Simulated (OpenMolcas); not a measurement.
# Single-point calculation, with input and output: TiHCl3O (part 1 of 2)

The run: single-point calculation of TiHCl3O. Method and program: HF/ANO-R0, RHF, sfX2C (OpenMolcas 26.06).

The geometry comes from this level: PBE0-D4/def2-TZVP.

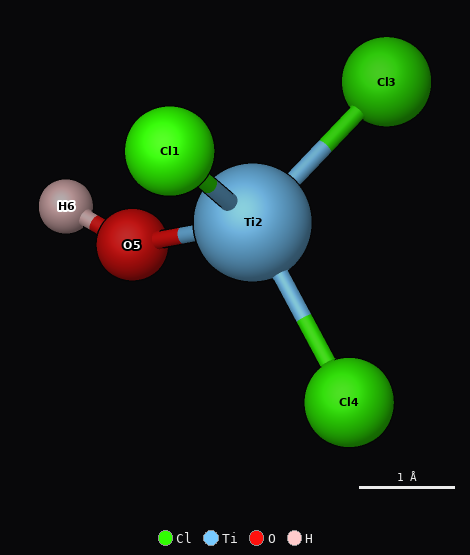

The input geometry (ball-and-stick view, seen at a tilt; atoms are numbered from 1 in the order of the input). Sticks mark near contacts. Bond lengths as drawn: Cl–Ti 2.18 Å, H–O 0.96 Å and O–Ti 1.74 Å.

## Input file
```
&GATEWAY
  Coord=geom.xyz
  Basis=ANO-R0
  Group=NoSym

&SEWARD

&SCF
  PrOrbitals=0

&LOCALISATION
  Occupied
  Freeze
  Pipek-Mezey

&LOCALISATION
  FileOrb=$Project.LocOrb
  Virtual
  Pipek-Mezey
```

## File geom.xyz
```
6

Cl    -1.629250    -0.831330     1.360800
Ti    -0.080580    -0.347470    -0.093680
Cl     1.757320    -1.362960     0.488070
Cl    -0.693400    -0.978720    -2.087950
O      0.191890     1.375840    -0.087440
H      0.454040     2.144630     0.420190
```

Hardware: 1 thread of Intel Xeon @ 2.50GHz (Skylake/Cascade Lake), 96 GiB of memory available, shared host.

Launch command:
```bash
export MOLCAS_MEM=1860
pymolcas step1.input > step1.log
```

## Log
```
--- Start Module: gateway ---

                                              &GATEWAY

                       available to each process: 1.9 GB of memory, 1 thread

++    Symmetry information:
      ---------------------

                    Character Table for C1

                             E
                    a        1  x, y, xy, Rz, z, xz, Ry, yz, Rx, I
--

++    Basis set information:
      ----------------------

      Basis set label: CL.ANO-R...3S2P.

      Electronic valence basis set:
      ------------------
      Associated Effective Charge  17.000000 au
      Associated Actual Charge     17.000000 au
      Nuclear Model: Finite nucleus - Gaussian distribution
        Gaussian exponent, Xi/bohr**(-2):  3.84638E+08

      Shell  nPrim  nBasis  Cartesian Spherical Contaminant
         s      17       3        X
         p      11       2        X

      Basis set label: TI.ANO-R...4S2P1D.

      Electronic valence basis set:
      ------------------
      Associated Effective Charge  22.000000 au
      Associated Actual Charge     22.000000 au
      Nuclear Model: Finite nucleus - Gaussian distribution
        Gaussian exponent, Xi/bohr**(-2):  3.22631E+08

      Shell  nPrim  nBasis  Cartesian Spherical Contaminant
         s      19       4        X
         p      12       2        X
         d       8       1                 X

      Basis set label: CL.ANO-R...3S2P.

      Electronic valence basis set:
      ------------------
      Associated Effective Charge  17.000000 au
      Associated Actual Charge     17.000000 au
      Nuclear Model: Finite nucleus - Gaussian distribution
        Gaussian exponent, Xi/bohr**(-2):  3.84638E+08

      Shell  nPrim  nBasis  Cartesian Spherical Contaminant
         s      17       3        X
         p      11       2        X

      Basis set label: O.ANO-R...2S1P.

      Electronic valence basis set:
      ------------------
      Associated Effective Charge   8.000000 au
      Associated Actual Charge      8.000000 au
      Nuclear Model: Finite nucleus - Gaussian distribution
        Gaussian exponent, Xi/bohr**(-2):  5.86314E+08

      Shell  nPrim  nBasis  Cartesian Spherical Contaminant
         s      13       2        X
         p       8       1        X

      Basis set label: H.ANO-R...1S.

      Electronic valence basis set:
      ------------------
      Associated Effective Charge   1.000000 au
      Associated Actual Charge      1.000000 au
      Nuclear Model: Finite nucleus - Gaussian distribution
        Gaussian exponent, Xi/bohr**(-2):  2.12482E+09

      Shell  nPrim  nBasis  Cartesian Spherical Contaminant
         s       7       1        X
--

++    Molecular structure info:
      -------------------------

                    ************************************************
                    **** Cartesian Coordinates / bohr, angstrom ****
                    ************************************************

     Center  Label                x              y              z                     x              y              z
        1      CL1             -3.078836      -1.570986       2.571539             -1.629250      -0.831330       1.360800
        2      TI2             -0.152274      -0.656623      -0.177030             -0.080580      -0.347470      -0.093680
        3      CL3              3.320854      -2.575621       0.922319              1.757320      -1.362960       0.488070
        4      CL4             -1.310336      -1.849513      -3.945654             -0.693400      -0.978720      -2.087950
        5      O5               0.362620       2.599961      -0.165238              0.191890       1.375840      -0.087440
        6      H6               0.858011       4.052763       0.794044              0.454040       2.144630       0.420190

                    ***************************************
                    *    InterNuclear Distances / bohr    *
                    ***************************************

               1 CL1           2 TI2           3 CL3           4 CL4           5 O5            6 H6
    1 CL1      0.000000
    2 TI2      4.117700        0.000000
    3 CL3      6.684703        4.117491        0.000000
    4 CL4      6.758622        4.119056        6.758129        0.000000
    5 O5       6.060558        3.297058        6.059750        6.073561        0.000000
    6 H6       7.091179        4.913449        7.072307        7.874219        1.810047        0.000000

                    *******************************************
                    *    InterNuclear Distances / angstrom    *
                    *******************************************

               1 CL1           2 TI2           3 CL3           4 CL4           5 O5            6 H6
    1 CL1      0.000000
    2 TI2      2.178993        0.000000
    3 CL3      3.537392        2.178883        0.000000
    4 CL4      3.576509        2.179710        3.576248        0.000000
    5 O5       3.207109        1.744728        3.206682        3.213990        0.000000
    6 H6       3.752490        2.600085        3.742504        4.166857        0.957836        0.000000
--

            Nuclear Potential Energy            537.72716911 au

--- Stop Module: gateway /rc=_RC_ALL_IS_WELL_ ---

--- Start Module: seward ---

                                              &SEWARD

                       available to each process: 1.9 GB of memory, 1 thread

               SEWARD will generate:
                  Multipole Moment integrals up to order  2
                  Kinetic Energy integrals
                  Nuclear Attraction integrals (finite nuclei - Gaussian type)
                  One-Electron Hamiltonian integrals
                  Velocity integrals
                  Relativistic X2C integrals
                  Orbital angular momentum around ( -0.2237  -1.1509  -0.1538 )
                  Velocity quadrupole around ( -0.2237  -1.1509  -0.1538 )
                  Atomic mean-field integrals
                  Two-Electron Repulsion integrals

                   Integrals are discarded if absolute value <: 1.00E-14
                   Integral cutoff threshold is set to       <: 1.00E-16

            Nuclear Potential Energy            537.72716911 au

      Basis set specifications :
      Symmetry species         a
      Basis functions           48

--- Stop Module: seward /rc=_RC_ALL_IS_WELL_ ---
--- Module seward spent 6 seconds ---

--- Start Module: scf ---

                                                &SCF

                       available to each process: 1.9 GB of memory, 1 thread

++    Input section:
      --------------

      Header of the integral files:

      Cartesian coordinates in angstrom:
      -----------------------------------------------------
      No.  Label        X            Y            Z
      -----------------------------------------------------
       1   CL1       -1.62925000  -0.83133000   1.36080000
       2   TI2       -0.08058000  -0.34747000  -0.09368000
       3   CL3        1.75732000  -1.36296000   0.48807000
       4   CL4       -0.69340000  -0.97872000  -2.08795000
       5   O5         0.19189000   1.37584000  -0.08744000
       6   H6         0.45404000   2.14463000   0.42019000
      -----------------------------------------------------
      Nuclear repulsion energy =  537.72716911
--

++    Orbital specifications:
      -----------------------

      Symmetry species               1
                                     a
      Frozen orbitals                0
      Occupied orbitals             41
      Secondary orbitals             7
      Deleted orbitals               0
      Total number of orbitals      48
      Number of basis functions     48
--

      Molecular charge                           0.000

++    Optimization specifications:
      ----------------------------

      SCF Algorithm: Conventional
      Minimized density differences are used
      Number of density matrices in core                 5
      Maximum number of NDDO SCF iterations            400
      Maximum number of HF SCF iterations              400
      Threshold for SCF energy change             1.00E-09
      Threshold for density matrix                1.00E-04
      Threshold for Fock matrix                   1.50E-04
      Threshold for linear dependence             1.00E-09
      Threshold at which DIIS is turned on        1.50E-01
      Maximum depth in the DIIS procedure                5
      Maximum depth in the BFGS Hessian update          30
      Threshold at which QNR/C2DIIS is turned on  7.50E-02
      Threshold for Norm(delta) (QNR/C2DIIS)      1.00E-03
      All orbitals punched on: SCFORB
--

      Input vectors read from INPORB
      Orbital file label: *Guess orbitals

++ Convergence information
                                   SCF        iterations: Energy and convergence statistics

Iter     Tot. SCF        One-elec.       Two-elec.     Energy      Max Dij or  Max Fij      DNorm      TNorm      AccCon     Time
         Energy          Energy          Energy        Change      Delta Norm                                                in Sec.

 The total and one-electron energies are shifted by a value of      2000. a.u.

   1  -310.497648122 -2268.037437235  1419.812620007   0.00E+00    4.72E-01*   1.32E-01*    1.29E+01   2.48E+02   None         0.
   2  -310.696139506 -2259.235157993  1410.811849380  -1.98E-01*   2.59E-01*   9.00E-02*    2.58E+00   2.47E+02   EDIIS        0.
   3  -310.751755604 -2265.553551355  1417.074626645  -5.56E-02*   9.33E-02*   4.38E-02*    8.13E-01   2.48E+02   EDIIS        0.
   4  -310.784833524 -2261.142625131  1412.630622499  -3.31E-02*   3.17E-02*   1.61E-02*    2.22E-01   2.47E+02   c2DIIS       0.
   5  -310.791738103 -2263.094206091  1414.575298881  -6.90E-03*   4.74E-02*   1.42E-02*    1.44E-01   2.47E+02   QNRc2DIIS    0.
   6  -310.791349970 -2262.061988939  1413.543469862   3.88E-04*   2.52E-02*   1.48E-02*    3.71E-02   2.47E+02   QNRc2DIIS    0.
   7  -310.793301935 -2262.652737368  1414.132266326  -1.95E-03*   1.14E-02*   1.69E-03*    6.05E-03   2.47E+02   QNRc2DIIS    0.
   8  -310.793362393 -2262.620681687  1414.100150187  -6.05E-05*   4.02E-03*   1.99E-03*    4.67E-03   2.47E+02   QNRc2DIIS    0.
   9  -310.793387721 -2262.659937585  1414.139380757  -2.53E-05*   1.29E-03*   2.65E-04*    1.35E-03   2.47E+02   QNRc2DIIS    0.
  10  -310.793388499 -2262.648935846  1414.128378240  -7.77E-07*   3.29E-04    1.74E-04*    1.57E-03   2.47E+02   QNRc2DIIS    0.
  11  -310.793388755 -2262.654228366  1414.133670505  -2.56E-07*   1.22E-04    1.91E-05     4.74E-04   2.47E+02   QNRc2DIIS    0.
  12  -310.793388770 -2262.654391825  1414.133833949  -1.52E-08*   8.81E-05    1.32E-05     1.50E-04   2.47E+02   QNRc2DIIS    0.
  13  -310.793388774 -2262.654245878  1414.133687997  -4.23E-09*   1.83E-05    2.09E-06     7.99E-05   2.47E+02   QNRc2DIIS    0.
  14  -310.793388774 -2262.654237111  1414.133679230  -2.65E-10    6.06E-06    8.12E-07     3.64E-04   2.47E+02   QNRc2DIIS    0.

       Convergence after  14 Iterations
--

 *****************************************************************************************************************************
 *                                             SCF/KS-DFT Program, Final results                                             *
 *                                                       Final Results                                                       *
 *****************************************************************************************************************************

::    Total SCF energy                              -2310.7933887743
      One-electron energy                           -4262.6542371106
      Two-electron energy                            1414.1336792296
      Nuclear repulsion energy                        537.7271691067
      Kinetic energy (interpolated)                  2367.9441085131
      Virial theorem                                    0.9758648359
      Total spin, S(S+1)                                0.0000000000
      Total spin, S                                     0.0000000000
      Max non-diagonal density matrix element           0.0000045460
      Max non-diagonal Fock matrix element              0.0000007012

      No orbitals printed

++    Molecular charges:
      ------------------

      Mulliken charges per centre
      ---------------------------

                CL1     TI2     CL3     CL4     O5      H6
      Total   17.3970 20.6251 17.3972 17.3828  8.5649  0.6329

      N-E     -0.3970  1.3749 -0.3972 -0.3828 -0.5649  0.3671

      Total electronic charge=   82.000000

      Total            charge=   -0.000000
--

++    Static properties:
      ------------------

      LoProp Charges per center

                   CL1      TI2      CL3      CL4      O5       H6
      Nuclear     17.0000  22.0000  17.0000  17.0000   8.0000   1.0000
      Electronic -17.3225 -20.9094 -17.3226 -17.3111  -8.4407  -0.6936

      Total       -0.3225   1.0906  -0.3226  -0.3111  -0.4407   0.3064
--
```
